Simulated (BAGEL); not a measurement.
# SiHF3 (SMILES F[SiH](F)F), step by step

Aim: a series of 15 runs (PBE0/cc-pVDZ, RI-MP2/cc-pVDZ) of F3HSi. 

Program for the calculation: BAGEL 1.2.2.

### Step 1. The structure to begin with

SiHF3 has 5 atoms, charge 0, and is taken as a singlet. SMILES: `F[SiH](F)F`. One bond was lengthened or shortened from a relaxed shape.

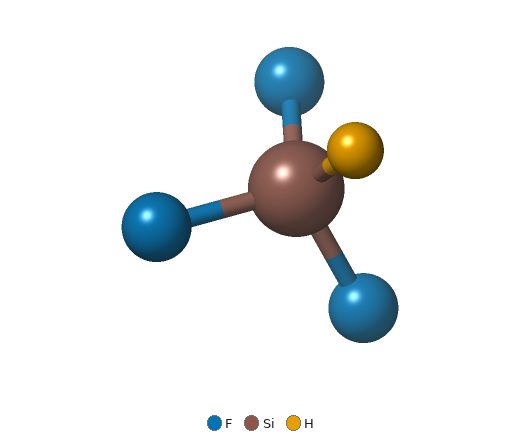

Viewed from a chosen angle; fluorine blue, silicon brown, hydrogen amber.

### Step 2. A single-point energy at PBE0/cc-pVDZ (density fitting with svp-jkfit) (run 1)

Input file calc.json:

```json
{ "bagel": [

{
  "title": "molecule",
  "basis": "cc-pvdz.json",
  "df_basis": "svp-jkfit",
  "geometry": [
    { "atom": "F", "xyz": [    -0.43135077,    -0.13812764,     2.80020373 ] },
    { "atom": "Si", "xyz": [     0.49045763,     0.02042038,    -0.02134635 ] },
    { "atom": "F", "xyz": [    -0.71480969,     2.43870290,    -1.25987285 ] },
    { "atom": "F", "xyz": [    -0.52356941,    -2.37008317,    -1.46774272 ] },
    { "atom": "H", "xyz": [     2.83345535,     0.11791891,    -0.12302117 ] }
  ]
},

{ "title": "ks", "xc_func": "pbe0" },

{ "title": "print", "file": "orbitals.molden", "orbitals": true }

]}
```

The basis set cc-pVDZ is read from a file made from the Basis Set Exchange's data (not shown).

Run with:

```
$ BAGEL_NUM_THREADS=1 BAGEL calc.json > calc.out
```

The log of the run:

```text
* using 1 threads per process

  ===============================================================
  ===============================================================

  *** Geometry ***

  { "atom" : "F", "xyz" : [     -0.431351,     -0.138128,      2.800204 ] },
  { "atom" : "Si", "xyz" : [      0.490458,      0.020420,     -0.021346 ] },
  { "atom" : "F", "xyz" : [     -0.714810,      2.438703,     -1.259873 ] },
  { "atom" : "F", "xyz" : [     -0.523569,     -2.370083,     -1.467743 ] },
  { "atom" : "H", "xyz" : [      2.833455,      0.117919,     -0.123021 ] },

  Number of auxiliary basis functions:      377

  Since a DF basis is specified, we compute 2- and 3-index integrals:
    o Being stored without compression. Storage requirement is 0.013 GB

  Number of basis functions:       65
  Number of electrons      :       42

    * METHOD: MOLECULE                             0.12

  *** Kohn-Sham DFT ***

    * Removing 8202 points whose weight is below 1.00e-10
    * Grid points: 66328

  === Nuclear Repulsion ===
   189.7301122109

       - DIIS with orbital gradients will be used.

  === KS iteration (pbe0 / cc-pvdz.json) ===
      0       -567.34304213          0.13185043           0.16
      1       -550.64570043          0.22361682           0.15
      2       -574.71676933          0.10972067           0.15
[... 10 lines of this table left out ...]
     13       -589.35737541          0.00000000           0.15
    * SCF iteration converged.

    * Permanent dipole moment:
           (   -0.604506,    -0.025187,     0.026448) a.u.

    * METHOD: KS                                   2.36

    * METHOD: PRINT                                0.01

  ===============================================================
```

It took 2.6 s on 1 thread of Arm Neoverse V1, shared host; peak memory 0.24 GiB.

### Step 3. Bond 5-2 at 1.461 A: a single-point energy at RI-MP2/cc-pVDZ (density fitting with svp-jkfit) (run 2)

Input file job.json:

```json
{ "bagel" : [

{
  "title" : "molecule",
  "basis" : "cc-pvdz.json",
  "df_basis" : "svp-jkfit",
  "angstrom" : false,
  "geometry" : [
    { "atom" : "F", "xyz" : [    -0.84483230,    -0.15533360,     2.81814668 ] },
    { "atom" : "Si", "xyz" : [     0.07697610,     0.00321442,    -0.00340340 ] },
    { "atom" : "F", "xyz" : [    -1.12829122,     2.42149695,    -1.24192990 ] },
    { "atom" : "F", "xyz" : [    -0.93705093,    -2.38728912,    -1.44979977 ] },
    { "atom" : "H", "xyz" : [     2.83345535,     0.11791891,    -0.12302117 ] }
  ]
},

{ "title" : "hf" },

{ "title" : "mp2", "ncore" : 8 }

]}
```

The basis set cc-pVDZ is read from a file made from the Basis Set Exchange's data (not shown).

Run with:

```
$ BAGEL_NUM_THREADS=1 BAGEL job.json > job.out
```

The log of the run:

```text
* using 1 threads per process

  ===============================================================
  ===============================================================

  *** Geometry ***

[... 29 lines left out ...]
    * SCF iteration converged.
[... 1 line left out ...]
    * Permanent dipole moment:
[... 2 lines left out ...]
    * METHOD: HF                                   0.39

  *** RHF ***

  === Nuclear Repulsion ===
   188.4080315978

      * DIIS with orbital gradients will be used.

  === RHF iteration (cc-pvdz.json) ===
      0       -588.01407187          0.00000000           0.03
    * SCF iteration converged.

    * Permanent dipole moment:
           (   -0.653872,    -0.027240,     0.028613) a.u.

  === DF-MP2 calculation ===

    * freezing 8 orbitals
    * 3-index integral transformation done
    * assembly done

      MP2 correlation energy:   -0.6531363070      0.02

      MP2 total energy:       -588.6672081763

    * METHOD: MP2                                  0.08

  ===============================================================
```

Run time: 0.72 s. Hardware: 1 thread of Arm Neoverse V1, shared host; peak memory 0.15 GiB.

Runs 3 to 8 aren't shown in full; the table further down has their settings and results.

### Step 4. Bond 5-2 at 2.338 A: a single-point energy at PBE0/cc-pVDZ (density fitting with svp-jkfit) (run 9)

Input file calc.json:

```json
{ "bagel" : [

{
  "title" : "molecule",
  "basis" : "cc-pvdz.json",
  "df_basis" : "svp-jkfit",
  "angstrom" : false,
  "geometry" : [
    { "atom" : "F", "xyz" : [    -2.49875840,    -0.22415742,     2.88991848 ] },
    { "atom" : "Si", "xyz" : [    -1.57694999,    -0.06560940,     0.06836840 ] },
    { "atom" : "F", "xyz" : [    -2.78221732,     2.35267312,    -1.17015810 ] },
    { "atom" : "F", "xyz" : [    -2.59097703,    -2.45611295,    -1.37802797 ] },
    { "atom" : "H", "xyz" : [     2.83345535,     0.11791891,    -0.12302117 ] }
  ]
},

{
  "title" : "ks",
  "xc_func" : "pbe0"
},

{
  "title" : "print",
  "file" : "orbitals.molden",
  "orbitals" : true
}

]}
```

The basis set cc-pVDZ is read from a file made from the Basis Set Exchange's data (not shown).

Run with:

```
$ BAGEL_NUM_THREADS=1 BAGEL calc.json > calc.out
```

The log of the run:

```text
* using 1 threads per process

  ===============================================================
  ===============================================================

  *** Geometry ***

  { "atom" : "F", "xyz" : [     -2.498758,     -0.224157,      2.889918 ] },
  { "atom" : "Si", "xyz" : [     -1.576950,     -0.065609,      0.068368 ] },
  { "atom" : "F", "xyz" : [     -2.782217,      2.352673,     -1.170158 ] },
  { "atom" : "F", "xyz" : [     -2.590977,     -2.456113,     -1.378028 ] },
  { "atom" : "H", "xyz" : [      2.833455,      0.117919,     -0.123021 ] },

  Number of auxiliary basis functions:      377

  Since a DF basis is specified, we compute 2- and 3-index integrals:
    o Being stored without compression. Storage requirement is 0.013 GB

  Number of basis functions:       65
  Number of electrons      :       42

    * METHOD: MOLECULE                             0.11

  *** Kohn-Sham DFT ***

    * Removing 7340 points whose weight is below 1.00e-10
    * Grid points: 67190

  === Nuclear Repulsion ===
   185.1850318820

       - DIIS with orbital gradients will be used.

  === KS iteration (pbe0 / cc-pvdz.json) ===
      0       -567.78723003          0.12878273           0.16
      1       -550.56322546          0.19371371           0.15
      2       -575.36639816          0.10574524           0.15
[... 11 lines of this table left out ...]
     14       -589.28682999          0.00000001           0.15
    * SCF iteration converged.

    * Permanent dipole moment:
           (   -0.151622,    -0.006327,     0.006780) a.u.

    * METHOD: KS                                   2.55

    * METHOD: PRINT                                0.01

  ===============================================================
```

Run time: 2.8 s. Hardware: 1 thread of Arm Neoverse V1, shared host; peak memory 0.24 GiB.

Runs 10 to 14 aren't shown in full; the table further down has their settings and results.

### Step 5. Bond 5-2 at 4.092 A: a single-point energy at PBE0/cc-pVDZ (density fitting with svp-jkfit) (run 15)

Input file calc.json:

```json
{ "bagel" : [

{
  "title" : "molecule",
  "basis" : "cc-pvdz.json",
  "df_basis" : "svp-jkfit",
  "angstrom" : false,
  "geometry" : [
    { "atom" : "F", "xyz" : [    -5.80660871,    -0.36180507,     3.03346018 ] },
    { "atom" : "Si", "xyz" : [    -4.88480030,    -0.20325705,     0.21191011 ] },
    { "atom" : "F", "xyz" : [    -6.09006762,     2.21502547,    -1.02661639 ] },
    { "atom" : "F", "xyz" : [    -5.89882734,    -2.59376060,    -1.23448627 ] },
    { "atom" : "H", "xyz" : [     2.83345535,     0.11791891,    -0.12302117 ] }
  ]
},

{ "title" : "ks", "xc_func" : "pbe0" },

{ "title" : "print", "file" : "orbitals.molden", "orbitals" : true }

]}
```

The basis set cc-pVDZ is read from a file made from the Basis Set Exchange's data (not shown).

Run with:

```
$ BAGEL_NUM_THREADS=1 BAGEL calc.json > calc.out
```

The log of the run:

```text
* using 1 threads per process

  ===============================================================
  ===============================================================

  *** Geometry ***

  { "atom" : "F", "xyz" : [     -5.806609,     -0.361805,      3.033460 ] },
  { "atom" : "Si", "xyz" : [     -4.884800,     -0.203257,      0.211910 ] },
  { "atom" : "F", "xyz" : [     -6.090068,      2.215025,     -1.026616 ] },
  { "atom" : "F", "xyz" : [     -5.898827,     -2.593761,     -1.234486 ] },
  { "atom" : "H", "xyz" : [      2.833455,      0.117919,     -0.123021 ] },

  Number of auxiliary basis functions:      377

  Since a DF basis is specified, we compute 2- and 3-index integrals:
    o Being stored without compression. Storage requirement is 0.013 GB

  Number of basis functions:       65
  Number of electrons      :       42

    * METHOD: MOLECULE                             0.12

  *** Kohn-Sham DFT ***

    * Removing 6681 points whose weight is below 1.00e-10
    * Grid points: 67849

  === Nuclear Repulsion ===
   182.3566470687

       - DIIS with orbital gradients will be used.

  === KS iteration (pbe0 / cc-pvdz.json) ===
      0       -567.85940395          0.12867157           0.17
      1       -552.63775860          0.18069218           0.16
      2       -575.60283385          0.10428684           0.16
[... 31 lines of this table left out ...]
     34       -589.15917960          0.00000001           0.16
    * SCF iteration converged.

    * Permanent dipole moment:
           (    0.190794,     0.007930,    -0.008080) a.u.

    * METHOD: KS                                   5.87

    * METHOD: PRINT                                0.01

  ===============================================================
```

Wall time 6.3 s (1 thread of Arm Neoverse V1, shared host); peak memory 0.24 GiB.

### Step 6. Overview of the runs

| run | level | frozen core orbitals | partner | energy (Eh) | dipole moment (D) | HOMO energy (eV) | LUMO energy (eV) | wall time |
| --- | --- | --- | --- | --- | --- | --- | --- | --- |
| 1 | PBE0/cc-pVDZ (density fitting with svp-jkfit) | – | bond 5-2 at 1.242 A | -589.357375 | 1.54 | -11.59 | 1.64 | 2.6 s |
| 2 | RI-MP2/cc-pVDZ (density fitting with svp-jkfit) | 8 | bond 5-2 at 1.461 A | -588.667208 | – | – | – | 0.72 s |
| 3 | PBE0/cc-pVDZ (density fitting with svp-jkfit) | – | bond 5-2 at 1.461 A | -589.384474 | 1.37 | -11.07 | 1.65 | 2.8 s |
| 4 | RI-MP2/cc-pVDZ (density fitting with svp-jkfit) | 8 | bond 5-2 at 1.681 A | -588.653494 | – | – | – | 0.7 s |
| 5 | PBE0/cc-pVDZ (density fitting with svp-jkfit) | – | bond 5-2 at 1.681 A | -589.372793 | 1.14 | -10.46 | 0.71 | 2.9 s |
| 6 | RI-MP2/cc-pVDZ (density fitting with svp-jkfit) | 8 | bond 5-2 at 1.973 A | -588.614343 | – | – | – | 0.74 s |
| 7 | PBE0/cc-pVDZ (density fitting with svp-jkfit) | – | bond 5-2 at 1.973 A | -589.336389 | 0.80 | -9.64 | -0.87 | 3.3 s |
| 8 | RI-MP2/cc-pVDZ (density fitting with svp-jkfit) | 8 | bond 5-2 at 2.338 A | -588.562214 | – | – | – | 0.7 s |
| 9 | PBE0/cc-pVDZ (density fitting with svp-jkfit) | – | bond 5-2 at 2.338 A | -589.286830 | 0.39 | -8.80 | -2.50 | 2.8 s |
| 10 | RI-MP2/cc-pVDZ (density fitting with svp-jkfit) | 8 | bond 5-2 at 2.777 A | -588.511650 | – | – | – | 0.74 s |
| 11 | PBE0/cc-pVDZ (density fitting with svp-jkfit) | – | bond 5-2 at 2.777 A | -589.237022 | 0.03 | -8.05 | -3.81 | 3.3 s |
| 12 | RI-MP2/cc-pVDZ (density fitting with svp-jkfit) | 8 | bond 5-2 at 3.361 A | -588.470295 | – | – | – | 0.76 s |
| 13 | PBE0/cc-pVDZ (density fitting with svp-jkfit) | – | bond 5-2 at 3.361 A | -589.191318 | 0.35 | -7.37 | -4.78 | 3.6 s |
| 14 | RI-MP2/cc-pVDZ (density fitting with svp-jkfit) | 8 | bond 5-2 at 4.092 A | -588.455276 | – | – | – | 0.78 s |
| 15 | PBE0/cc-pVDZ (density fitting with svp-jkfit) | – | bond 5-2 at 4.092 A | -589.159180 | 0.49 | -6.86 | -5.32 | 6.3 s |

### Step 7. Results

```
                                  quantity          value
 bond 5-2 at 4.092 A, run 15: total energy  -589.15918 Eh
bond 5-2 at 4.092 A, run 15: dipole moment         0.49 D
  bond 5-2 at 4.092 A, run 15: HOMO energy       -6.86 eV
  bond 5-2 at 4.092 A, run 15: LUMO energy       -5.32 eV
bond 5-2 at 4.092 A, run 15: HOMO–LUMO gap        1.54 eV
```

What this shows: In runs 10, 11, 12, 13, 14, 15 a closed-shell determinant meets a far-stretched bond, which it describes badly. All runs together took 33 s, the longest 6.3 s.
